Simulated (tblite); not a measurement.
**Molecular dynamics, with input and output: C₅H₇FOSi (part 1 of 3)**

The run: molecular dynamics of C₅H₇FOSi. Method and program: GFN2-xTB Langevin dynamics, gas phase (tblite 0.8.0).

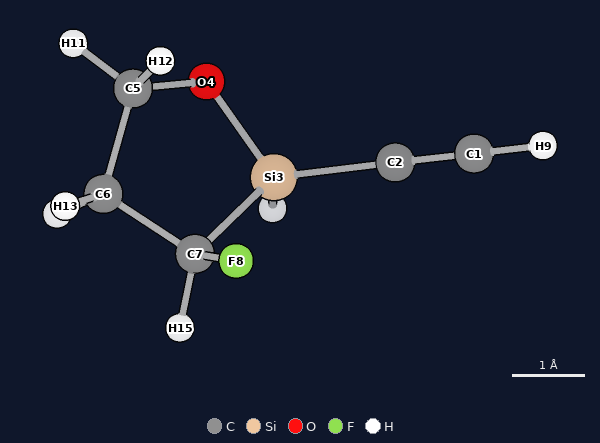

Figure 1. The structure as given in the input (ball-and-stick view, seen at a tilt; atoms are numbered from 1 in the order of the input). Bond lengths as drawn: C–C 1.20 to 1.53 Å, C–F 1.39 Å, C–H 1.05 to 1.09 Å, C–O 1.41 Å, C–Si 1.85 to 1.93 Å, H–Si 1.46 Å and O–Si 1.63 Å.

## Input
```
{"job": {"kind": "md", "xc": "GFN2-xTB", "basis": "xTB", "temperature": 300, "steps": 2000, "every": 50}, "charge": 0, "multiplicity": 1}
C      3.290671     1.076812     0.180975
C      2.295723     0.661728    -0.351084
Si     0.765169     0.009730    -1.151170
O     -0.459224     1.091292    -1.198682
C     -1.511206     0.837878    -0.294017
C     -1.590135    -0.667856    -0.030694
C     -0.158289    -1.184246     0.052550
F      0.312530    -1.041971     1.353701
H      4.159408     1.443023     0.648113
H      0.965069    -0.530047    -2.488829
H     -2.432017     1.224721    -0.737237
H     -1.311459     1.377245     0.637554
H     -2.147561    -0.879087     0.881632
H     -2.080949    -1.156548    -0.873368
H     -0.102144    -2.254684    -0.157014
```

The first line tells a small driver script what to run in tblite; the rest is the geometry in Å.

Hardware: 1 CPU thread, shared host.

Run as:
```bash
OMP_NUM_THREADS=1 python <driver script> task.json out
```

## Output
```
t/fs     T/K      E/eV
    0.0   239.3   -673.92928
   25.0   194.5   -673.72208
   50.0   192.4   -673.63399
   75.0   164.7   -673.60685
  100.0   209.7   -673.49959
  125.0   165.3   -673.53274
  150.0   170.3   -673.52187
  175.0   179.9   -673.46030
  200.0   272.9   -673.63856
  225.0   256.0   -673.48551
  250.0   176.8   -673.52634
  275.0   247.2   -673.63912
  300.0   201.5   -673.44485
  325.0   287.5   -673.50961
  350.0   310.4   -673.49982
  375.0   224.3   -673.33982
  400.0   280.5   -673.39398
  425.0   335.0   -673.50012
  450.0   282.6   -673.52109
  475.0   248.8   -673.49265
  500.0   339.2   -673.52610
  525.0   243.0   -673.39547
  550.0   284.1   -673.47688
  575.0   306.1   -673.47683
  600.0   216.4   -673.43906
  625.0   299.8   -673.57019
  650.0   305.9   -673.52413
  675.0   342.8   -673.44738
  700.0   344.1   -673.51032
  725.0   284.4   -673.47696
  750.0   303.0   -673.52804
  775.0   355.3   -673.52664
  800.0   409.7   -673.53452
  825.0   403.5   -673.55441
  850.0   313.4   -673.40361
  875.0   317.0   -673.40946
  900.0   321.4   -673.24501
  925.0   446.8   -673.35093
  950.0   361.6   -673.15800
  975.0   453.2   -673.43226
 1000.0   379.2   -673.21774
```

## Trajectory as extended XYZ (Å, eV, eV/Å), 41 frames, from step=0 to step=40
```
15
Properties=species:S:1:pos:R:3:forces:R:3 step=0 time_fs=0.0 energy=-673.92928 temperature=239.3
C     3.2907    1.0768    0.1810   -0.0045  -0.0006  -0.0020
C     2.2957    0.6617   -0.3511   -0.0016   0.0014   0.0003
Si    0.7652    0.0097   -1.1512    0.0028   0.0009   0.0000
O    -0.4592    1.0913   -1.1987   -0.0012  -0.0029   0.0036
C    -1.5112    0.8379   -0.2940    0.0023   0.0015  -0.0009
C    -1.5901   -0.6679   -0.0307    0.0008   0.0007  -0.0019
C    -0.1583   -1.1842    0.0526   -0.0005  -0.0007  -0.0003
F     0.3125   -1.0420    1.3537    0.0019  -0.0001   0.0017
H     4.1594    1.4430    0.6481    0.0022  -0.0001   0.0010
H     0.9651   -0.5300   -2.4888   -0.0018   0.0002   0.0006
H    -2.4320    1.2247   -0.7372    0.0007   0.0012  -0.0016
H    -1.3115    1.3772    0.6376   -0.0017  -0.0020  -0.0003
H    -2.1476   -0.8791    0.8816    0.0013   0.0019   0.0008
H    -2.0809   -1.1565   -0.8734   -0.0036   0.0015  -0.0017
H    -0.1021   -2.2547   -0.1570    0.0027  -0.0030   0.0008
15
Properties=species:S:1:pos:R:3:forces:R:3 step=1 time_fs=25.0 energy=-673.72208 temperature=194.5
C     3.3312    1.1226    0.0868    0.6749   0.1257   0.6002
C     2.3419    0.6295   -0.3769   -0.5236  -0.0202  -0.2397
Si    0.7641    0.0360   -1.1488    0.3047  -0.1952   0.4231
O    -0.4252    1.1446   -1.1286   -0.8408  -0.0684   0.2738
C    -1.5894    0.8247   -0.3593   -0.1134   0.3652  -0.2120
C    -1.6075   -0.6729   -0.0200    0.6074   0.0744  -1.8094
C    -0.1476   -1.1697    0.0874   -0.7642   0.2939  -1.1768
F     0.2790   -1.1236    1.3599    0.5906   0.5793   1.5117
H     4.1977    1.4584    0.6088   -0.3416  -0.0754  -0.3599
H     1.0216   -0.4620   -2.4993   -0.1681  -0.0391   0.0953
H    -2.5021    1.1681   -0.9217    0.8172  -0.4468   0.2604
H    -1.5795    1.3830    0.5713    0.2689   0.3751   0.1758
H    -2.1922   -0.8801    0.8463   -0.3522  -0.1840   0.5094
H    -2.0220   -1.1459   -0.9293   -0.0212  -0.2309   0.5456
H    -0.0795   -2.2243   -0.1242   -0.1386  -0.5537  -0.5976
15
Properties=species:S:1:pos:R:3:forces:R:3 step=2 time_fs=50.0 energy=-673.63399 temperature=192.4
C     3.2851    1.1349    0.0577   -0.1371  -0.0896  -0.2033
C     2.3375    0.6383   -0.4702   -0.9739  -0.2203  -0.3738
Si    0.7146    0.0768   -1.1216   -0.4678  -0.6874   0.0386
O    -0.4601    1.2164   -1.0838   -0.3975  -0.5607   0.6646
C    -1.6240    0.8208   -0.3453   -0.2572   1.1332   0.2038
C    -1.6337   -0.6682   -0.0535    0.2666  -0.8966   0.2270
C    -0.1838   -1.2013    0.0506   -0.0197   0.6409   0.2675
F     0.2221   -1.0842    1.3939   -0.0723   0.1636  -0.3387
H     4.1617    1.5338    0.3961    1.1221   0.4758   0.5756
H     0.6332   -0.6260   -2.4055    0.3028   0.1940  -0.1369
H    -2.5055    1.1904   -0.9421    0.6751  -0.5710   0.4573
H    -1.6674    1.3424    0.6306    0.3427   0.1984  -0.4277
H    -2.1346   -0.9621    0.8822   -0.0660   0.4931  -0.2677
H    -2.1658   -1.1257   -0.8684    0.0007  -0.6329  -0.3864
H    -0.0579   -2.2800   -0.1264   -0.3185   0.3596  -0.2997
15
Properties=species:S:1:pos:R:3:forces:R:3 step=3 time_fs=75.0 energy=-673.60685 temperature=164.7
C     3.3118    1.0838   -0.0052   -0.6929  -0.6984  -0.3306
C     2.3161    0.6526   -0.5671    1.3314   0.8716   1.5023
Si    0.6290    0.1052   -1.0891    0.7907   0.8316  -0.2390
O    -0.5649    1.2188   -1.0461   -0.1164  -0.3205   0.3793
C    -1.6935    0.8047   -0.3006   -0.8578   1.4773   0.0817
C    -1.7121   -0.6722   -0.0659   -0.2106  -1.7982   0.4427
C    -0.2521   -1.1190    0.0539    0.1269  -1.1705   0.0350
F     0.1595   -1.0109    1.3774   -0.0001   0.0823  -0.0425
H     4.2401    1.3275    0.4927   -0.8073  -0.0863  -0.6121
H     0.8974   -0.2484   -2.4491   -0.2584  -0.4429  -0.6858
H    -2.5727    1.1590   -0.8900    0.3471  -0.2554   0.4349
H    -1.7201    1.3123    0.6880    0.2227   0.0708  -0.5039
H    -2.2763   -0.9978    0.8533    0.4457   0.5732  -0.7523
H    -2.1749   -1.1966   -0.9141    0.1919   0.0996   0.0784
H    -0.0498   -2.1955   -0.2044   -0.5128   0.7659   0.2119
15
Properties=species:S:1:pos:R:3:forces:R:3 step=4 time_fs=100.0 energy=-673.49959 temperature=209.7
C     3.3217    1.1018   -0.0282    1.0909   0.3408   0.2069
C     2.2674    0.7934   -0.4733   -2.7118  -0.8674  -1.1229
Si    0.6192    0.1675   -1.1452   -0.8554  -1.1721   0.3309
O    -0.6816    1.1696   -1.0569    1.1150   0.5577  -0.5200
C    -1.7418    0.8555   -0.2334   -0.3102  -0.7592   0.7132
C    -1.7672   -0.6768   -0.0267    0.3111  -0.5362  -0.8632
C    -0.3342   -1.1384    0.0960    1.9459   0.3782  -0.8016
F     0.1594   -0.9064    1.3725   -0.1589  -0.0443   0.3836
H     4.2760    1.4132    0.2192    0.6493   0.2094   0.4079
H     0.4793   -0.5704   -2.4793    0.4772   0.6980   0.6704
H    -2.6368    1.2248   -0.7232   -0.3302  -0.0370  -0.0410
H    -1.6522    1.3487    0.7481    0.1390  -0.0062  -0.1812
H    -2.3379   -1.0188    0.8146   -0.4352   0.1551   0.4465
H    -2.1393   -1.1761   -0.9375   -0.1194   0.3096   0.2341
H    -0.0621   -2.2096   -0.1072   -0.8073   0.7736   0.1364
15
Properties=species:S:1:pos:R:3:forces:R:3 step=5 time_fs=125.0 energy=-673.53274 temperature=165.3
C     3.2160    1.0960   -0.0397    0.4340   0.2819   0.8737
C     2.0968    0.8156   -0.3951    0.9102   0.2949   0.4296
Si    0.5540    0.1726   -1.1345   -0.8304   1.3158   0.1787
O    -0.7714    1.2111   -1.1250    0.5555  -0.5671  -0.0704
C    -1.7511    0.8412   -0.1883    0.5807  -0.7713   1.1891
C    -1.7185   -0.6983   -0.0219   -0.9312   0.0232  -0.3037
C    -0.2885   -1.0396    0.0725    1.6118  -0.4691   0.1152
F     0.1009   -0.8164    1.4089    0.1998  -0.1089  -0.4352
H     4.1200    1.3860    0.4934   -0.8878  -0.2995  -0.8029
H     0.9760   -0.1599   -2.4606   -0.3128  -0.3403  -0.5805
H    -2.7245    1.2213   -0.4085   -0.5503   0.2485  -0.7367
H    -1.5024    1.2487    0.8180    0.1376   0.0155  -0.4428
H    -2.1551   -1.0354    0.9031   -0.6916   0.1484   0.3772
H    -2.1895   -1.2571   -0.8413    0.0508   0.4350  -0.0388
H    -0.0173   -2.0728   -0.1477   -0.2761  -0.2070   0.2476
15
Properties=species:S:1:pos:R:3:forces:R:3 step=6 time_fs=150.0 energy=-673.52187 temperature=170.3
C     3.1707    1.0503    0.0091   -1.3799  -0.3316  -0.5759
C     2.0277    0.8362   -0.3464    0.9126   0.0682  -0.1211
Si    0.4448    0.2326   -1.1333    2.2663  -2.1442   0.5462
O    -0.7994    1.1756   -1.1582   -2.1395   1.7957   0.2742
C    -1.7664    0.8303   -0.1936   -0.6279   0.1465   0.0976
C    -1.7273   -0.6644   -0.0449   -1.1321  -0.7753   0.7197
C    -0.3041   -1.0695    0.1480    0.7996   0.3485  -0.5392
F     0.0970   -0.8465    1.4523    0.0621   0.1381   0.2013
H     4.1646    1.2260    0.2926    0.0609   0.1233   0.1965
H     0.3610   -0.4627   -2.4192    0.4697   0.1262  -0.0999
H    -2.7769    1.1409   -0.4532   -0.0144   0.2363  -0.6802
H    -1.5750    1.3271    0.7371    0.5300   0.2920   0.6720
H    -2.3876   -1.0382    0.7807    0.3718   0.3418  -0.6740
H    -2.0449   -1.0616   -1.0081   -0.2277  -0.3050   0.0975
H    -0.1462   -2.1345   -0.0171    0.0485  -0.0605  -0.1147
15
Properties=species:S:1:pos:R:3:forces:R:3 step=7 time_fs=175.0 energy=-673.46030 temperature=179.9
C     3.1272    1.0041   -0.0434    0.5083   0.6704   0.7125
C     1.9843    0.8301   -0.3512    0.0630  -0.0228  -0.1651
Si    0.4825    0.1745   -1.1156   -1.2078   0.8714  -1.0339
O    -0.8194    1.2530   -1.1085   -0.4009  -0.9744   1.1489
C    -1.8594    0.8652   -0.1391   -0.4333  -0.4135  -1.8560
C    -1.7884   -0.6559   -0.0543    0.4494  -0.5269   0.9003
C    -0.3049   -1.0137    0.1443   -0.2912  -0.5368   0.6391
F     0.1213   -0.8625    1.4962   -0.4253   0.3346  -0.9850
H     3.9377    1.4245    0.4721    0.4469  -0.1680  -0.1132
H     0.7518   -0.2498   -2.5363   -0.3431   0.0739   0.8160
H    -2.9027    1.1500   -0.4949    1.3519   0.0540   0.0326
H    -1.6985    1.3125    0.8210    0.3568   0.3653   0.3783
H    -2.4033   -1.0912    0.7552    0.1246   0.3617  -0.3385
H    -2.0641   -1.1060   -1.0106   -0.1570   0.1207   0.0963
H    -0.1356   -2.0750   -0.0146   -0.0422  -0.2095  -0.2324
15
Properties=species:S:1:pos:R:3:forces:R:3 step=8 time_fs=200.0 energy=-673.63856 temperature=272.9
C     3.1350    1.1430   -0.0249    1.1646  -0.0071  -0.1914
C     2.0751    0.7565   -0.4231   -1.4976  -0.4673  -0.6905
Si    0.4317    0.1520   -1.1461    1.0161  -0.3494   0.7761
O    -0.7635    1.2309   -1.0015   -0.0635   0.1568   0.0761
C    -1.8388    0.8522   -0.2118   -1.7121  -0.8774   0.2343
C    -1.8800   -0.6850    0.0988    1.8770   0.5707  -0.7894
C    -0.3771   -1.1064    0.1181   -0.8219   0.3445  -0.2649
F     0.0576   -0.8336    1.3912    0.5610   0.0110   0.5109
H     4.1687    1.3479    0.1228   -0.4936   0.1259   0.3008
H     0.5190   -0.3706   -2.5141    0.0206   0.0911   0.1720
H    -2.7679    1.0833   -0.7821    0.4063   0.2308   0.4070
H    -1.8614    1.3568    0.7731    0.2523   0.1744  -0.5855
H    -2.3548   -0.8585    1.0374   -0.2110  -0.1345   0.6553
H    -2.3604   -1.2773   -0.6554   -0.3780   0.0180  -0.5644
H    -0.2202   -2.1805   -0.0273   -0.1202   0.1123  -0.0463
15
Properties=species:S:1:pos:R:3:forces:R:3 step=9 time_fs=225.0 energy=-673.48551 temperature=256.0
C     3.1031    1.1993   -0.1998   -1.0208  -0.2479   0.0565
C     2.0910    0.6515   -0.5705    1.1174   0.7556   0.6122
Si    0.4652    0.0743   -1.1215   -1.1557  -0.0060  -0.3156
O    -0.7448    1.1758   -0.9253    2.1215   1.2283  -1.5621
C    -1.8720    0.9356   -0.2504   -0.6662  -2.3652   2.1229
C    -1.8868   -0.6195    0.0863    0.2023   0.5377  -0.4508
C    -0.4392   -1.1181    0.0689   -0.4510  -0.5222   0.0243
F     0.0759   -0.8909    1.3242    0.4083  -0.2593   0.5900
H     3.8441    1.7403    0.2984    0.5271  -0.0079  -0.0970
H     0.5913   -0.3673   -2.4941   -0.1841  -0.1185  -0.2820
H    -2.7461    1.1791   -0.8294   -0.3753   0.3735  -0.1639
H    -1.8811    1.3995    0.7668    0.0169   0.3729  -0.8119
H    -2.3314   -0.7122    1.0696   -0.1647  -0.5011  -0.0078
H    -2.3965   -1.1874   -0.6848   -0.4117   0.0803   0.0454
H    -0.3938   -2.2172   -0.1206    0.0359   0.6799   0.2398
15
Properties=species:S:1:pos:R:3:forces:R:3 step=10 time_fs=250.0 energy=-673.52634 temperature=176.8
C     3.0253    1.2492   -0.3187    1.9614   0.2170  -0.0065
C     2.0709    0.6280   -0.6827   -1.2750  -0.4719  -0.1954
Si    0.3818    0.0002   -1.1414   -0.1281   0.8174  -0.7825
O    -0.6873    1.2789   -0.9472    0.2261  -1.3120   0.2879
C    -1.7912    0.9350   -0.1444   -0.0130  -1.2231   0.6035
C    -1.9423   -0.6260    0.0485    0.4373   1.1852  -0.3754
C    -0.5380   -1.1566    0.0810    1.0351   0.4103   1.1140
F     0.0914   -0.9905    1.3686   -0.7370  -0.0027  -0.7807
H     4.0556    1.5535   -0.1870   -1.0454  -0.0038   0.1265
H     0.3029   -0.5314   -2.5570    0.0713   0.2457   0.7487
H    -2.6886    1.2461   -0.6153   -0.8329   0.7487  -0.5445
H    -1.7265    1.3827    0.8470    0.2837   0.2612  -0.0064
H    -2.5120   -0.8549    0.9665    0.0729   0.0151  -0.7208
H    -2.3586   -1.0056   -0.9068   -0.2080  -0.0581   0.8231
H    -0.5239   -2.2142   -0.0487    0.1515  -0.8289  -0.2917
15
Properties=species:S:1:pos:R:3:forces:R:3 step=11 time_fs=275.0 energy=-673.63912 temperature=247.2
C     3.0513    1.1786   -0.4436   -1.2847  -0.3216  -0.1434
C     1.9957    0.6829   -0.7522    0.3073   0.0366   0.1761
Si    0.3267    0.0180   -1.1771    1.6069  -1.1574  -0.4134
O    -0.7165    1.1971   -0.9681   -0.7440   1.1175   0.0649
C    -1.7114    0.9470   -0.0228   -1.3978  -0.5250  -0.7153
C    -1.9235   -0.5613    0.0642    0.9757  -0.3245  -0.0922
C    -0.4847   -1.1870    0.0765   -1.2087   0.9288   0.8304
F    -0.0160   -1.1400    1.4020    0.0701   0.1566  -0.5887
H     3.8087    1.7570   -0.0526    0.9457   0.2796   0.1445
H     0.3246   -0.6129   -2.5030   -0.1465   0.1149   0.0728
H    -2.6405    1.4570   -0.3375    0.2703  -0.0938  -0.0304
H    -1.4606    1.2989    0.9389    0.6493   0.6868   1.1086
H    -2.4787   -0.8922    0.9402   -0.1082   0.1660  -0.0939
H    -2.3976   -0.8724   -0.8624   -0.1895  -0.2526   0.0361
H    -0.5892   -2.2273   -0.1309    0.2540  -0.8120  -0.3562
15
Properties=species:S:1:pos:R:3:forces:R:3 step=12 time_fs=300.0 energy=-673.44485 temperature=201.5
C     3.0756    1.1641   -0.4899    0.9443  -0.0155  -0.5322
C     1.9610    0.7849   -0.7588    0.8754  -0.2933   0.0681
Si    0.3711   -0.0168   -1.2237   -0.7721   1.0380   1.8484
O    -0.6952    1.2313   -0.9334   -0.7875  -0.8112   0.3104
C    -1.6935    0.8917    0.0632    0.1000   1.0026  -1.2882
C    -1.8936   -0.5874    0.0515    0.0314  -0.7129  -0.5080
C    -0.4885   -1.2218    0.1046   -0.6585  -0.0416  -1.2291
F    -0.0781   -1.2511    1.4054    0.5685   0.3759   0.3844
H     4.1309    1.4489   -0.4662   -1.3707  -0.1230   0.3031
H     0.1467   -0.4915   -2.5411    0.0669  -0.4154  -0.7747
H    -2.6164    1.5133   -0.0549    0.6739  -0.5369  -0.3596
H    -1.2543    1.1525    0.9861    0.4356   0.4741   1.3141
H    -2.4561   -0.9020    0.9092   -0.4413  -0.1751   0.4418
H    -2.4111   -0.9075   -0.8663    0.1791   0.0705   0.2406
H    -0.5665   -2.2866   -0.1653    0.1550   0.1639  -0.2193
```
